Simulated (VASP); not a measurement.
Energy against volume of Ca (fcc). Method: revPBE GGA, VASP's PBE PAW potentials (set 64) (plane waves; VASP).

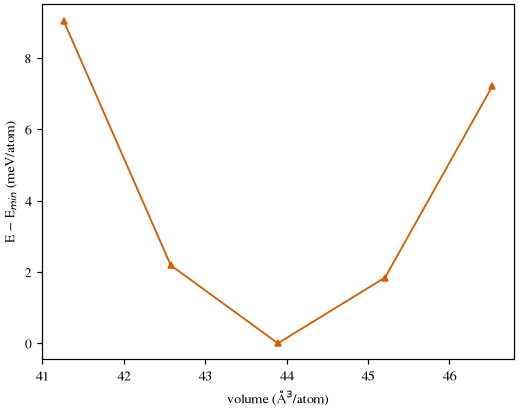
Fig. 1. Energy against volume

Task: Estimate the equilibrium volume and the bulk modulus.

Result: The minimum lies near 43.9 Å³/atom, and the curvature gives B0 of about 16 GPa.

Measured: a 5.553 Å at 0 K (computed value off by +0.9 %), as given by Gábor I. Csonka et al., Physical Review B (2009), arXiv:0903.4037 [low-temperature or extrapolated to 0 K; zero-point anharmonic expansion removed].

The compound is Ca in the fcc structure. It was relaxed first.
